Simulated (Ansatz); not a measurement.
# YSi2Ru2: relaxing cell and atoms at 20 GPa

Wanted: the geometry at rest of YSi2Ru2 (a database structure at a slightly changed volume), relaxing cell and atoms at 20 GPa, and its electronic structure there.

The COD entry's cell or inner coordinates are ideal or old and differ from later refinements, so a difference from it is no clean test against experiment.

Program: Ansatz 0.2.0. Level of theory: DFT, PBEsol, no spin polarisation, plane waves, PAW. These are calculated values, not measurements.

### 1 The system as given

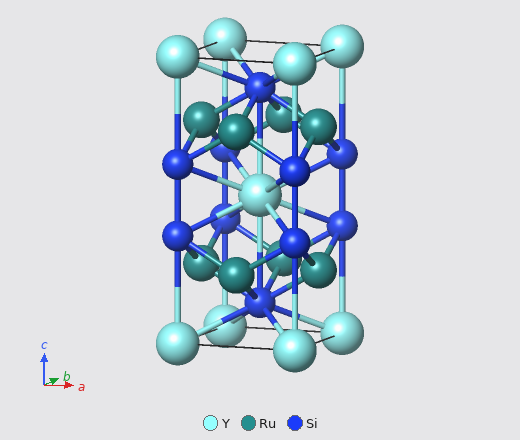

The structure slightly off an axis: yttrium light teal, ruthenium teal, silicon blue. The cell drawn here is the conventional one.

It takes space group I4/mmm (No. 139, tetragonal). Conventional cell: a = 4.126 Å, b = 4.126 Å, c = 9.469 Å, α = 90.00°, β = 90.00°, γ = 90.00°. Y (site symmetry 4/mmm) has 8 Ru at 3.14 Å and 10 Si at 3.15 to 3.55 Å as nearest neighbours. Ru (site symmetry -4m2) has 4 Si at 2.38 Å as nearest neighbours. Around Si (site symmetry 4mm) lie 1 Si at 2.37 Å and 4 Ru at 2.38 Å and 4 Y at 3.15 Å.

Its coordinates follow in the input file.

It starts from an earlier solution of the starting cell (checkpoint.read).

### 2 The walk to rest

Input file input.yaml:

```yaml
crystal:
  lattice:
    - [0.0, 4.125837, 0.0]
    - [4.125837, 0.0, 0.0]
    - [2.062919, 2.062919, -4.734283]
  atoms:
    - { symbol: "Y", position: [0.0, 0.0, 0.0] }
    - { symbol: Ru, position: [0.75, 0.25, 0.5] }
    - { symbol: Ru, position: [0.25, 0.75, 0.5] }
    - { symbol: Si, position: [0.375, 0.375, 0.25] }
    - { symbol: Si, position: [0.625, 0.625, 0.75] }
  symmetry: { tolerance: 0.0003 }
kpoints:
  mp_grid: { grid: [7, 7, 7], shift: [0, 0, 0] }
magnetization:
  spin_polarized: false
scf:
  occupations: { method: fermi_dirac, width: 0.0535 }
  lower_state_search: "off"
hamiltonian:
  pseudopotentials: { kind: paw }
  xc: pbesol
basis:
  ecutwfc: 420
  fft_grid_basis: typed
relax:
  max_steps: 40
  cell: { p_target: 20.0 }
output:
  forces: true
  stress: true
  eigenvalues: true
  bader: true
  populations: true
  elf: true
  write_potential: true
  volumetric_format: npy
  dos:
    e_range: [-12, 8]
    de: 0.05
    projected: { site_lists: { Ru: [Ru], Si: [Si], "Y": ["Y"] } }
  write_density: true
checkpoint:
  read: saved_state
```

Started as:

```console
$ ansatz run input.yaml --threads 2 --pin off --max-ram 3584MiB --backend cpu --events-out ev --progress --plain --runs-dir out
```

The program printed:

```text
Warning: checkpoint.read: basis.xc_grid differs: saved 1, current 2 (points along each axis for each point of the dense box; where the key is left out runs that use forces, runs that use the stress, dielectric runs by a finite field, finite-displacement phonons, runs of phonons.displacement_patterns under a GGA or a meta-GGA, phonons by method: dfpt, dielectric runs by the response, runs on support functions, runs on PAW files under a meta-GGA or a hybrid on one, runs at kind: all_electron or under a hybrid on a GGA, runs under a text's formulas of a gradient, and runs on PAW files that evaluate rPW86 or Becke's exchange or LYP's correlation can take a finer level, which can go by the root key accuracy; a number is taken as typed: the saved number, typed, holds this deck to the state's level, where the deck is accepted there); the SCF iterates at this deck's level from the saved density; a trajectory continued from that state goes on on another energy surface; basis.xc_grid: 1, typed and accepted, keeps it on the saved one
Warning: RAYON_NUM_THREADS=2 ignored (pool sized by the plan → 2); use --threads N
Engine: ansatz 0.2.0, aarch64-unknown-linux-gnu
Pseudopotentials: kind: paw
Pseudopotential: Y, paw, valence charge 11, recommended cutoff 420 eV (normal), Y.paw.azcp
Pseudopotential: Ru, paw, valence charge 16, recommended cutoff 420 eV (normal), Ru.paw.azcp
Pseudopotential: Si, paw, valence charge 4, recommended cutoff 420 eV (normal), Si.paw.azcp
Functional definition: PBEsol
  exchange = pbesol_x
  correlation = pbesol_c
Crystal: 5 atoms, lattice volume = 80.589 Å³
Basis set: ecut = 420 eV, 1587 PW (Γ), exchange–correlation on 60×60×80 points (8 copies of the dense FFT grid, shifted against one another)
Bands: 31, of which v1, the nominal top of the filled ones, is band 26 counted from 1 (25 counted from 0)
Symmetry: 16 space group operations
Space group: I4/mmm (ITA 139), of the structure as read, at distance tolerance 1.3e-3 Å
k-points: 40 of 343
Non-local potential: Y, projectors of the file, l = 0: 3, l = 1: 2, l = 2: 2, l = 3: 1
Non-local potential: Ru, projectors of the file, l = 0: 3, l = 1: 2, l = 2: 2, l = 3: 1
Non-local potential: Si, projectors of the file, l = 0: 2, l = 1: 2, l = 2: 2
PAW form: soft (Blöchl's): semilocal exchange-correlation on the pseudo side does not see the compensation charge
PAW frozen core: Y, regenerated for the run's functional, and the local potential with it (the file was generated under x = pbe(κ = 0.804, μ = 0.2195149727645171), c = pbe(β = 0.06672455060314922))
PAW frozen core: Ru, regenerated for the run's functional, and the local potential with it (the file was generated under x = pbe(κ = 0.804, μ = 0.2195149727645171), c = pbe(β = 0.06672455060314922))
PAW frozen core: Si, regenerated for the run's functional, and the local potential with it (the file was generated under x = pbe(κ = 0.804, μ = 0.2195149727645171), c = pbe(β = 0.06672455060314922))
PAW one-centre angular grid: Y, 590 points (default); XC on 64 Gauss nodes
PAW one-centre angular grid: Ru, 590 points (default); XC on 64 Gauss nodes
PAW one-centre angular grid: Si, 110 points (default); XC on 64 Gauss nodes
Initial density: read from a saved state, or passed on in memory by an earlier SCF of this step, an earlier step, the calling program or the single point that the run made first
Initial wavefunctions: pseudopotential atomic-orbital guess
Functional: x = pbesol(κ = 0.804, μ = 0.12345679012345678), c = pbesol(β = 0.046)
iter 1 solved again at ethr=3.94e-6 eV; its pass at ethr=3.10e-3 eV (dr2=2.01e-3 eV) is discarded
SCF iter   1: F=—  HF=-16675.689268 eV  |F-HF|=—  |Δ(HF+E_count)|=         —  Δρ=1.36e-3  dr2=1.66e-3  ethr=3.94e-6  ⟨swp⟩=2.3  Hψ=7571  notcnv=0
preconditioner: auto → Kerker (q_TF=auto, 2.528 Å⁻¹)  [metal: Δε(μ)=0.052 eV  Ē_g=9.211 eV  σ=0.053 eV  W_gap=0.24  n_scr=22 (ndim 8)  ℏωp=23.8 eV  f_vac=0.000  D(μ)=1.92/eV (n_scr^D=10)]
SCF iter   2: F=—  HF=-16675.689129 eV  |F-HF|=—  |Δ(HF+E_count)|=   1.38e-4  Δρ=6.36e-4  dr2=3.71e-4  ethr=3.26e-6  ⟨swp⟩=1.0  Hψ=1240  notcnv=0
SCF iter   3: F=—  HF=-16675.689084 eV  |F-HF|=—  |Δ(HF+E_count)|=   4.58e-5  Δρ=1.36e-4  dr2=3.24e-5  ethr=7.28e-7  ⟨swp⟩=1.4  Hψ=1256  notcnv=0
SCF iter   4: F=—  HF=-16675.689066 eV  |F-HF|=—  |Δ(HF+E_count)|=   1.76e-5  Δρ=4.10e-5  dr2=1.47e-6  ethr=6.36e-8  ⟨swp⟩=1.6  Hψ=1489  notcnv=0
iter 5 did not close the SCF: its close was put off for the readings that it lacked (scf_convergence_deferred on its scf_iter line)
SCF iter   5: F=-16675.689066 eV  HF=-16675.689066 eV  |F-HF|=2.91e-8  |Δ(HF+E_count)|=   3.42e-7  Δρ=8.13e-6  dr2=5.90e-8  ethr=2.88e-9  ⟨swp⟩=2.0  Hψ=2094  notcnv=0
SCF iter   6: F=-16675.689066 eV  HF=-16675.689066 eV  |F-HF|=4.33e-10  |Δ(HF+E_count)|=   7.44e-9  Δρ=1.49e-6  dr2=1.62e-9  ethr=1.16e-10  ⟨swp⟩=5.5  Hψ=7420  notcnv=0
SCF 1 converged in 6 iterations: F = -16675.689066 eV  dr2 = 1.62e-9
relax step   1: F+E_penalty+E_count = -16675.68906565 eV  Δ(F+E_penalty+E_count) = +0.000e0 eV  max|allowed force component| = 1.086e0 eV/Å  Δτ_max = 0.0000 Å  P = -0.257 GPa  Ω = 80.589 Å³  (6 SCF iters, dr2 threshold 1.00e-7 eV, accepted)
Crystal: 5 atoms, lattice volume = 70.289 Å³
Basis set: ecut = 420 eV, 1387 PW (Γ), exchange–correlation on 60×60×80 points (8 copies of the dense FFT grid, shifted against one another)
Initial density: handed on by an earlier stage of this run
Initial wavefunctions: those handed on with the density
iter 1 solved again at ethr=1.41e-3 eV; its pass at ethr=3.10e-3 eV (dr2=7.17e-1 eV) is discarded
SCF iter   1: F=—  HF=-16674.853103 eV  |F-HF|=—  |Δ(HF+E_count)|=         —  Δρ=2.30e-2  dr2=7.18e-1  ethr=1.41e-3  ⟨swp⟩=1.0  Hψ=7260  notcnv=0
preconditioner: auto → Kerker (q_TF=auto, 2.586 Å⁻¹)  [metal: Δε(μ)=0.008 eV  Ē_g=9.793 eV  σ=0.053 eV  W_gap=0.04  n_scr=14 (ndim 8)  ℏωp=25.4 eV  f_vac=0.000  D(μ)=2.48/eV (n_scr^D=14)]
SCF iter   2: F=—  HF=-16674.766271 eV  |F-HF|=—  |Δ(HF+E_count)|=   8.68e-2  Δρ=1.03e-2  dr2=1.50e-1  ethr=1.41e-3  ⟨swp⟩=2.0  Hψ=1402  notcnv=0
SCF iter   3: F=—  HF=-16674.743017 eV  |F-HF|=—  |Δ(HF+E_count)|=   2.33e-2  Δρ=2.00e-3  dr2=5.26e-3  ethr=2.94e-4  ⟨swp⟩=2.0  Hψ=1781  notcnv=0
SCF iter   4: F=—  HF=-16674.741886 eV  |F-HF|=—  |Δ(HF+E_count)|=   1.13e-3  Δρ=4.01e-4  dr2=1.29e-4  ethr=1.03e-5  ⟨swp⟩=2.3  Hψ=1811  notcnv=0
SCF iter   5: F=—  HF=-16674.741857 eV  |F-HF|=—  |Δ(HF+E_count)|=   2.95e-5  Δρ=9.83e-5  dr2=9.39e-6  ethr=2.53e-7  ⟨swp⟩=2.0  Hψ=1757  notcnv=0
SCF iter   6: F=-16674.741855 eV  HF=-16674.741855 eV  |F-HF|=5.21e-8  |Δ(HF+E_count)|=   1.52e-6  Δρ=1.53e-5  dr2=1.44e-7  ethr=9.80e-10  ⟨swp⟩=8.8  Hψ=9510  notcnv=0
SCF 2 converged in 6 iterations: F = -16674.741855 eV  dr2 = 1.44e-7
relax step   2: F+E_penalty+E_count = -16674.74185506 eV  Δ(F+E_penalty+E_count) = +9.472e-1 eV  max|allowed force component| = 6.980e-2 eV/Å  Δτ_max = 0.0022 Å  P = +33.595 GPa  Ω = 70.289 Å³  energy of the carried Pulay correction = +2.255e-3 eV  (6 SCF iters, dr2 threshold 5.00e-7 eV, accepted)
Crystal: 5 atoms, lattice volume = 74.143 Å³
Basis set: ecut = 420 eV, 1411 PW (Γ), exchange–correlation on 60×60×80 points (8 copies of the dense FFT grid, shifted against one another)
iter 1 solved again at ethr=3.40e-4 eV; its pass at ethr=3.10e-3 eV (dr2=1.73e-1 eV) is discarded
SCF iter   1: F=—  HF=-16675.396149 eV  |F-HF|=—  |Δ(HF+E_count)|=         —  Δρ=1.07e-2  dr2=1.75e-1  ethr=3.40e-4  ⟨swp⟩=1.0  Hψ=6182  notcnv=0
preconditioner: auto → Kerker (q_TF=auto, 2.563 Å⁻¹)  [metal: Δε(μ)=0.017 eV  Ē_g=9.593 eV  σ=0.053 eV  W_gap=0.08  n_scr=14 (ndim 8)  ℏωp=24.8 eV  f_vac=0.000  D(μ)=1.63/eV (n_scr^D=10)]
SCF iter   2: F=—  HF=-16675.374633 eV  |F-HF|=—  |Δ(HF+E_count)|=   2.15e-2  Δρ=4.89e-3  dr2=3.99e-2  ethr=3.40e-4  ⟨swp⟩=2.0  Hψ=1396  notcnv=0
SCF iter   3: F=—  HF=-16675.368630 eV  |F-HF|=—  |Δ(HF+E_count)|=   6.00e-3  Δρ=9.31e-4  dr2=1.10e-3  ethr=7.82e-5  ⟨swp⟩=2.1  Hψ=1545  notcnv=0
SCF iter   4: F=—  HF=-16675.368387 eV  |F-HF|=—  |Δ(HF+E_count)|=   2.43e-4  Δρ=1.96e-4  dr2=3.29e-5  ethr=2.16e-6  ⟨swp⟩=2.0  Hψ=2237  notcnv=0
SCF iter   5: F=—  HF=-16675.368381 eV  |F-HF|=—  |Δ(HF+E_count)|=   5.83e-6  Δρ=5.57e-5  dr2=3.75e-6  ethr=6.45e-8  ⟨swp⟩=2.4  Hψ=1771  notcnv=0
SCF iter   6: F=-16675.368381 eV  HF=-16675.368381 eV  |F-HF|=7.72e-8  |Δ(HF+E_count)|=   6.03e-7  Δρ=1.74e-5  dr2=1.54e-7  ethr=9.80e-10  ⟨swp⟩=10.8  Hψ=8989  notcnv=0
SCF 3 converged in 6 iterations: F = -16675.368381 eV  dr2 = 1.54e-7
relax step   3: F+E_penalty+E_count = -16675.36838070 eV  Δ(F+E_penalty+E_count) = -6.265e-1 eV  max|allowed force component| = 2.661e-1 eV/Å  Δτ_max = 0.0147 Å  P = +18.294 GPa  Ω = 74.143 Å³  energy of the carried Pulay correction = +1.376e-3 eV  (6 SCF iters, dr2 threshold 5.00e-7 eV, accepted)
Crystal: 5 atoms, lattice volume = 73.741 Å³
iter 1 solved again at ethr=7.47e-7 eV; its pass at ethr=3.10e-3 eV (dr2=3.81e-4 eV) is discarded
SCF iter   1: F=—  HF=-16675.322023 eV  |F-HF|=—  |Δ(HF+E_count)|=         —  Δρ=6.83e-4  dr2=4.61e-4  ethr=7.47e-7  ⟨swp⟩=2.0  Hψ=5966  notcnv=0
preconditioner: auto → Kerker (q_TF=auto, 2.566 Å⁻¹)  [metal: Δε(μ)=0.050 eV  Ē_g=9.609 eV  σ=0.053 eV  W_gap=0.23  n_scr=14 (ndim 8)  ℏωp=24.8 eV  f_vac=0.000  D(μ)=1.50/eV (n_scr^D=10)]
SCF iter   2: F=—  HF=-16675.321948 eV  |F-HF|=—  |Δ(HF+E_count)|=   7.45e-5  Δρ=3.18e-4  dr2=8.82e-5  ethr=7.47e-7  ⟨swp⟩=2.1  Hψ=1621  notcnv=0
SCF iter   3: F=—  HF=-16675.321929 eV  |F-HF|=—  |Δ(HF+E_count)|=   1.89e-5  Δρ=6.15e-5  dr2=2.69e-6  ethr=1.73e-7  ⟨swp⟩=2.0  Hψ=1689  notcnv=0
iter 4 did not close the SCF: its close was put off for the readings that it lacked (scf_convergence_deferred on its scf_iter line)
SCF iter   4: F=-16675.321928 eV  HF=-16675.321928 eV  |F-HF|=3.48e-8  |Δ(HF+E_count)|=   7.92e-7  Δρ=9.85e-6  dr2=8.21e-8  ethr=5.28e-9  ⟨swp⟩=2.0  Hψ=1762  notcnv=0
iter 5 did not close the SCF: its close was put off for the readings that it lacked (scf_convergence_deferred on its scf_iter line)
SCF iter   5: F=-16675.321928 eV  HF=-16675.321928 eV  |F-HF|=2.32e-9  |Δ(HF+E_count)|=   1.86e-8  Δρ=2.24e-6  dr2=4.18e-9  ethr=1.61e-10  ⟨swp⟩=2.3  Hψ=2027  notcnv=0
SCF iter   6: F=-16675.321928 eV  HF=-16675.321928 eV  |F-HF|=4.07e-10  |Δ(HF+E_count)|=  9.82e-10  Δρ=7.00e-7  dr2=5.48e-10  ethr=8.20e-12  ⟨swp⟩=5.0  Hψ=6879  notcnv=0
SCF 4 converged in 6 iterations: F = -16675.321928 eV  dr2 = 5.48e-10
```

[end of part 1 of 2]
